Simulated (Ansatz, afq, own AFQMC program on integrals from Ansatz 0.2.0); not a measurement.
# AlH2+ (triplet): quantum Monte Carlo beside coupled cluster at distance Al1–H2 = 1.722 Å, cc-pVDZ

Aim: compute AlH2+ (triplet) with auxiliary-field quantum Monte Carlo on the same integrals as coupled cluster, and set the energies side by side.

The runs use Ansatz 0.2.0, Gaussian basis, and an in-house AFQMC program (afq) on its integrals; all values are calculated; cc-pVDZ, frozen cores.

Plan: Full CI; PBE (unrestricted); r2SCAN (unrestricted); PBE0 (unrestricted); B3LYP (unrestricted); wB97M-V (unrestricted); B2PLYP (unrestricted); CCSD(T) on UHF; Full CI; Full CI (quintet); CCSDT(Q) on UHF; Phaseless AFQMC, CISD trial on UHF; Phaseless AFQMC, single-determinant trial on UHF; Free-projection AFQMC, CISD trial on UHF.

3 further runs of the same task are left out: 3 that didn't finish.

## Step 1: What is computed

The geometry derives from a PBE0/def2-TZVP stationary point (not a proven minimum). One bond is set to the value named and the two fragments are kept rigid.

3 atoms, charge 1, spin multiplicity 3.

Atoms are counted from 1 here; the program's logs count them from 0.

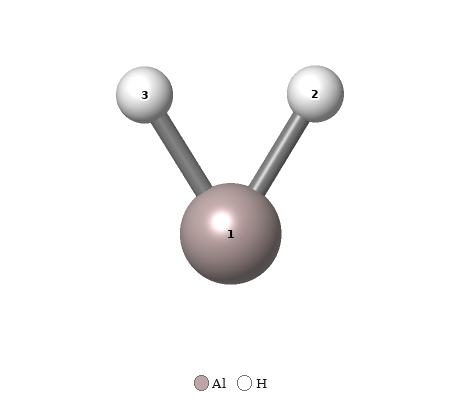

The structure; aluminium light grey, hydrogen white; atoms are numbered from 1 in the order of the file.

Geometry (Å):

| atom | x (Å) | y (Å) | z (Å) |
| --- | --- | --- | --- |
| Al1 | 0.00000 | 0.00000 | -0.10210 |
| H2 | 0.00000 | 0.89958 | 1.36650 |
| H3 | 0.00000 | -0.89958 | 1.36650 |

## Step 2: Full CI

in.yaml reads:

```yaml
crystal:
  periodic: [false, false, false]
  atoms:
    - {symbol: Al, position_ang: [0.000000, 0.000000, -0.102095]}
    - {symbol: H, position_ang: [0.000000, 0.899579, 1.366496]}
    - {symbol: H, position_ang: [0.000000, -0.899579, 1.366496]}
basis:
  gaussian: {orbitals: cc-pVDZ}
total_charge: 1
magnetization: {spin_polarized: false, initial_magnetization: 2}
correlation: {method: fci, electrons: outside_noble_gas}
```

Started as:

```bash
$ ansatz run in.yaml --threads 1 --pin off --events-out ev --progress --plain --max-ram 16896MiB --backend cuda --devices 0, --max-vram 18GiB
```

Log:

```text
Functional definition: HF
  name "HF"
  cite "Fock, Z. Phys. 61, 126 (1930) doi:10.1007/BF01340294"
  parent pbe
  exchange = exact_x
  correlation = 0
514 factors; integrals over basis functions are off by at most 2.4e-7 eV
mean field evaluation 1: about -6603.2316 eV, gradient 4.7e0 eV
mean field evaluation 2: about -6603.2343 eV, gradient 4.7e0 eV
mean field evaluation 4: about -6603.5686 eV, gradient 4.6e-1 eV
mean field evaluation 8: about -6603.5770 eV, gradient 7.6e-3 eV
mean field evaluation 16: about -6603.2093 eV, gradient 2.6e0 eV
mean field -6603.57701759 eV, -242.6769793313 hartree, gradient 1.0e-5 eV, S^2 2.000000; 2 other end points of the search recorded, 0 dependent functions left out
5 core orbitals not correlated: weight in the atoms' cores, before any rotation towards them, 1.000 or more for the frozen orbitals, at most 0.000 for the correlated occupied ones
reference -6603.57701759 eV, -242.6769793313 hartree; 3, 1 occupied and 20, 22 virtual orbitals, 514 factors
state -6605.26296889 eV, -242.7389368985 hartree
Total energy: -6605.26296889 eV, -242.7389368985 hartree
```

Wall time 6.5 s (1 × NVIDIA H100 80GB HBM3 with 1 thread of AMD EPYC 7R13 (Zen 3), shared host); peak host memory 1.6 GiB.

From the report: 16,572 determinants, symmetry B2.

## Step 3: PBE (unrestricted)

in.yaml: that of step 2 with these lines changed.

```diff
@@ -9,3 +9,4 @@
 total_charge: 1
-magnetization: {spin_polarized: false, initial_magnetization: 2}
-correlation: {method: fci, electrons: outside_noble_gas}
+magnetization: {spin_polarized: true, initial_magnetization: 2}
+hamiltonian: {xc: {name: PBE}}
+output: {orbitals: {seedname: orbitals}}
```

Started as:

```bash
$ ansatz run in.yaml --threads 1 --pin off --events-out ev --progress --plain --max-ram 5632MiB --backend cpu
```

Log:

```text
Functional definition: PBE
  name "PBE"
  cite "Perdew, Burke & Ernzerhof, Phys. Rev. Lett. 77, 3865 (1996) doi:10.1103/PhysRevLett.77.3865"
  parent pbe
  parameter kappa = 0.804
  parameter beta = 0.06672455060314922
  exchange = pbe_x(kappa = kappa, mu = beta*pi^2/3)
  correlation = pbe_c(beta = beta)
267 factors; integrals over basis functions are off by at most 1.2e-3 eV
mean field evaluation 1: about -6612.7201 eV, gradient 8.6e0 eV
mean field evaluation 2: about -6612.7161 eV, gradient 8.3e0 eV
mean field evaluation 4: about -6613.6626 eV, gradient 1.5e-1 eV
mean field evaluation 8: about -6613.6613 eV, gradient 3.0e-3 eV
mean field -6613.66125491 eV, -243.0475682172 hartree, gradient 4.7e-5 eV, S^2 2.005943; 0 other end points of the search recorded, 0 dependent functions left out
reference -6613.66129095 eV, -243.0475695419 hartree; 8, 6 occupied and 20, 22 virtual orbitals, 267 factors
Total energy: -6613.66129095 eV, -243.0475695419 hartree
```

It took 0.36 s on 1 thread of AMD EPYC 7R13 (Zen 3), shared host; peak memory 1.6 GiB.

From the report: ⟨S²⟩ of the determinant 2.006 (pure triplet: 2.00).

## Step 4: r2SCAN (unrestricted)

in.yaml: that of step 3 with these lines changed.

```diff
@@ -10,3 +10,2 @@
 magnetization: {spin_polarized: true, initial_magnetization: 2}
-hamiltonian: {xc: {name: PBE}}
-output: {orbitals: {seedname: orbitals}}
+hamiltonian: {xc: {name: r2SCAN}}
```

Same command.

Log:

```text
Functional definition: r2SCAN
  name "r2SCAN"
  cite "Furness, Kaplan, Ning, Perdew & Sun, J. Phys. Chem. Lett. 11, 8208 (2020) doi:10.1021/acs.jpclett.0c02405"
  cite "Furness, Kaplan, Ning, Perdew & Sun, J. Phys. Chem. Lett. 11, 9248 (2020) doi:10.1021/acs.jpclett.0c03077"
  parent r2scan
  parameter k0 = 0.174
  parameter k1 = 0.065
  parameter a1 = 4.9479
  exchange = r2scan_x(k0 = k0, k1 = k1, a1 = a1)
  correlation = r2scan_c
267 factors; integrals over basis functions are off by at most 1.2e-3 eV
mean field evaluation 1: about -6616.0489 eV, gradient 7.5e0 eV
mean field evaluation 2: about -6616.4149 eV, gradient 5.4e0 eV
mean field evaluation 4: about -6616.8117 eV, gradient 1.7e-1 eV
mean field evaluation 8: about -6616.8105 eV, gradient 5.0e-3 eV
mean field -6616.81052031 eV, -243.1633015863 hartree, gradient 4.3e-5 eV, S^2 2.013243; 0 other end points of the search recorded, 0 dependent functions left out
reference -6616.81053352 eV, -243.1633020717 hartree; 8, 6 occupied and 20, 22 virtual orbitals, 267 factors
Total energy: -6616.81053352 eV, -243.1633020717 hartree
```

Wall time 0.73 s (1 thread of AMD EPYC 7R13 (Zen 3), shared host); peak memory 1.6 GiB.

From the report: ⟨S²⟩ of the determinant 2.013 (pure triplet: 2.00).

## Step 5: PBE0 (unrestricted)

in.yaml: that of step 4 with these lines changed.

```diff
@@ -10,2 +10,3 @@
 magnetization: {spin_polarized: true, initial_magnetization: 2}
-hamiltonian: {xc: {name: r2SCAN}}
+hamiltonian: {xc: {name: PBE0}}
+output: {orbitals: {seedname: orbitals}}
```

Launched as before.

Log:

```text
Functional definition: PBE0
  name "PBE0"
  cite "Adamo & Barone, J. Chem. Phys. 110, 6158 (1999) doi:10.1063/1.478522"
  cite "Perdew, Burke & Ernzerhof, Phys. Rev. Lett. 77, 3865 (1996) doi:10.1103/PhysRevLett.77.3865"
  parent pbe
  parameter a = 0.25
  parameter kappa = 0.804
  parameter beta = 0.06672455060314922
  exchange = (1 - a)*pbe_x(kappa = kappa, mu = beta*pi^2/3) + a*exact_x
  correlation = pbe_c(beta = beta)
267 factors; integrals over basis functions are off by at most 1.2e-3 eV
mean field evaluation 1: about -6613.7213 eV, gradient 6.8e0 eV
mean field evaluation 2: about -6614.1990 eV, gradient 3.3e0 eV
mean field evaluation 4: about -6614.3406 eV, gradient 9.1e-2 eV
mean field evaluation 8: about -6614.3402 eV, gradient 5.4e-4 eV
mean field -6614.34016863 eV, -243.0725178363 hartree, gradient 4.2e-5 eV, S^2 2.010161; 0 other end points of the search recorded, 0 dependent functions left out
reference -6614.34019556 eV, -243.0725188261 hartree; 8, 6 occupied and 20, 22 virtual orbitals, 267 factors
Total energy: -6614.34019556 eV, -243.0725188261 hartree
```

Run time: 0.36 s. Hardware: 1 thread of AMD EPYC 7R13 (Zen 3), shared host; peak memory 1.6 GiB.

From the report: ⟨S²⟩ of the determinant 2.010 (pure triplet: 2.00).

## Step 6: B3LYP (unrestricted)

in.yaml: that of step 5 with these lines changed.

```diff
@@ -10,3 +10,2 @@
 magnetization: {spin_polarized: true, initial_magnetization: 2}
-hamiltonian: {xc: {name: PBE0}}
-output: {orbitals: {seedname: orbitals}}
+hamiltonian: {xc: {name: B3LYP}}
```

Same command.

Log, shortened:

```text
Functional definition: B3LYP
  name "B3LYP"
  cite "Stephens, Devlin, Chabalowski & Frisch, J. Phys. Chem. 98, 11623 (1994) doi:10.1021/j100096a001"
  cite "Becke, Phys. Rev. A 38, 3098 (1988) doi:10.1103/PhysRevA.38.3098"
  cite "Lee, Yang & Parr, Phys. Rev. B 37, 785 (1988) doi:10.1103/PhysRevB.37.785"
  cite "Vosko, Wilk & Nusair, Can. J. Phys. 58, 1200 (1980) doi:10.1139/p80-159"
[...]
267 factors; integrals over basis functions are off by at most 1.2e-3 eV
[...]
mean field -6618.14846128 eV, -243.2124700098 hartree, gradient 3.2e-5 eV, S^2 2.008670; 0 other end points of the search recorded, 0 dependent functions left out
reference -6618.14865299 eV, -243.2124770549 hartree; 8, 6 occupied and 20, 22 virtual orbitals, 267 factors
Total energy: -6618.14865299 eV, -243.2124770549 hartree
```

Run time: 0.36 s. Hardware: 1 thread of AMD EPYC 7R13 (Zen 3), shared host; peak memory 1.6 GiB.

From the report: ⟨S²⟩ of the determinant 2.009 (pure triplet: 2.00).

## Step 7: wB97M-V (unrestricted)

in.yaml: that of step 6 with these lines changed.

```diff
@@ -10,2 +10,3 @@
 magnetization: {spin_polarized: true, initial_magnetization: 2}
-hamiltonian: {xc: {name: B3LYP}}
+hamiltonian: {xc: {name: wB97M-V}}
+output: {orbitals: {seedname: orbitals}}
```

Same command.

Log, shortened:

```text
Functional definition: wB97M-V
  name "wB97M-V"
  cite "Mardirossian & Head-Gordon, J. Chem. Phys. 144, 214110 (2016) doi:10.1063/1.4952647"
  cite "Becke, J. Chem. Phys. 107, 8554 (1997) doi:10.1063/1.475007"
  cite "Vydrov & Van Voorhis, J. Chem. Phys. 133, 244103 (2010) doi:10.1063/1.3521275"
  # Of w^i u^j: cxij and so on, Table III.
[...]
  gx(w, u) = 1 - cx + cx01*u + cx10*w
  gss(w, u) = css00 + css04*u^4 + css10*w + css20*w^2 + css43*w^4*u^3
  gos(w, u) = cos00 + cos10*w + (cos20 + cos21*u)*w^2 + (cos60 + cos61*u)*w^6
[...]
      + integral(e_c_pw_mod_opposite_spin*gos(b97_w_opposite, b97_u_opposite)) + vv10(b, c)
267 factors; integrals over basis functions are off by at most 1.2e-3 eV
106 factors; integrals over basis functions are off by at most 1.0e-5 eV
[...]
mean field -6616.71499393 eV, -243.1597910563 hartree, gradient 3.2e-5 eV, S^2 2.008044; 0 other end points of the search recorded, 0 dependent functions left out
reference -6616.71502979 eV, -243.1597923742 hartree; 8, 6 occupied and 20, 22 virtual orbitals, 267 factors
Total energy: -6616.71502979 eV, -243.1597923742 hartree
```

It took 1.2 s on 1 thread of AMD EPYC 7R13 (Zen 3), shared host; peak memory 1.6 GiB.

From the report: ⟨S²⟩ of the determinant 2.008 (pure triplet: 2.00).

## Step 8: B2PLYP (unrestricted)

in.yaml: that of step 7 with these lines changed.

```diff
@@ -10,3 +10,3 @@
 magnetization: {spin_polarized: true, initial_magnetization: 2}
-hamiltonian: {xc: {name: wB97M-V}}
-output: {orbitals: {seedname: orbitals}}
+hamiltonian: {xc: {name: B2PLYP}}
+correlation: {electrons: outside_noble_gas}
```

Launched as before.

Log, shortened:

```text
Functional definition: B2PLYP
  name "B2PLYP"
  cite "Grimme, J. Chem. Phys. 124, 034108 (2006) doi:10.1063/1.2148954"
  cite "Becke, Phys. Rev. A 38, 3098 (1988) doi:10.1103/PhysRevA.38.3098"
  cite "Lee, Yang & Parr, Phys. Rev. B 37, 785 (1988) doi:10.1103/PhysRevB.37.785"
[...]
267 factors; integrals over basis functions are off by at most 1.2e-3 eV
[...]
mean field -6613.84554508 eV, -243.0543407560 hartree, gradient 1.2e-6 eV, S^2 2.017171; 0 other end points of the search recorded, 0 dependent functions left out
5 core orbitals not correlated: weight in the atoms' cores, before any rotation towards them, 1.000 or more for the frozen orbitals, at most 0.000 for the correlated occupied ones
reference -6613.84566652 eV, -243.0543452189 hartree; 3, 1 occupied and 20, 22 virtual orbitals, 267 factors
second order -1.25401079 eV of doubles, -0.00000000 eV of singles
Total energy: -6614.18424943 eV, -243.0667879114 hartree
```

Run time: 0.43 s. Hardware: 1 thread of AMD EPYC 7R13 (Zen 3), shared host; peak memory 1.6 GiB.

From the report: ⟨S²⟩ of the determinant 2.017 (pure triplet: 2.00).

## Step 9: CCSD(T) on UHF

in.yaml: that of step 8 with these lines changed.

```diff
@@ -10,3 +10,2 @@
 magnetization: {spin_polarized: true, initial_magnetization: 2}
-hamiltonian: {xc: {name: B2PLYP}}
-correlation: {electrons: outside_noble_gas}
+correlation: {method: ccsd_t, electrons: outside_noble_gas, hamiltonian_folder: ham}
```

Started as:

```bash
$ ansatz run in.yaml --threads 1 --pin off --events-out ev --progress --plain --max-ram 16896MiB --backend cuda --devices 0, --max-vram 18GiB
```

Log, shortened:

```text
Functional definition: HF
  name "HF"
  cite "Fock, Z. Phys. 61, 126 (1930) doi:10.1007/BF01340294"
  parent pbe
[...]
267 factors; integrals over basis functions are off by at most 1.2e-3 eV
[...]
mean field -6603.84452050 eV, -242.6868098818 hartree, gradient 7.7e-7 eV, S^2 2.034615; 0 other end points of the search recorded, 0 dependent functions left out
5 core orbitals not correlated: weight in the atoms' cores, before any rotation towards them, 1.000 or more for the frozen orbitals, at most 0.000 for the correlated occupied ones
reference -6603.84452050 eV, -242.6868098818 hartree; 3, 1 occupied and 20, 22 virtual orbitals, 267 factors
second order -0.93664323 eV of doubles, -0.00000000 eV of singles
cycle   1  -1.19343965 eV  change   -2.6e-1 eV  update   5.3e-2
[...]
cycle  10  -1.38319567 eV  change    4.6e-6 eV  update   2.6e-6
perturbative correction -0.02402002 eV, -0.0008827194 hartree
Total energy: -6605.25173619 eV, -242.7385241046 hartree
```

Run time: 4.5 s. Hardware: 1 × NVIDIA H100 80GB HBM3 with 1 thread of AMD EPYC 7R13 (Zen 3), shared host; peak host memory 1.6 GiB.

From the report: ⟨S²⟩ of the determinant 2.035 (pure triplet: 2.00); correlation -1.4072 eV; T1 0.025; largest double amplitude 0.09.

This run also writes the integrals to the folder ham.

## Step 10: Full CI

in.yaml reads:

```yaml
hamiltonian:
  integrals:
    folder: ../ham
correlation: {method: fci}
```

Same command.

Log:

```text
Functional definition: HF
  name "HF"
  cite "Fock, Z. Phys. 61, 126 (1930) doi:10.1007/BF01340294"
  parent pbe
  exchange = exact_x
  correlation = 0
reference -6603.84452050 eV, -242.6868098818 hartree; 3, 1 occupied and 20, 22 virtual orbitals, 267 factors
state -6605.26345220 eV, -242.7389546600 hartree
Total energy: -6605.26345220 eV, -242.7389546600 hartree
```

Wall time 9 s (1 × NVIDIA H100 80GB HBM3 with 1 thread of AMD EPYC 7R13 (Zen 3), shared host); peak host memory 1.6 GiB.

From the report: 10,502 determinants.

[end of part 1 of 2]
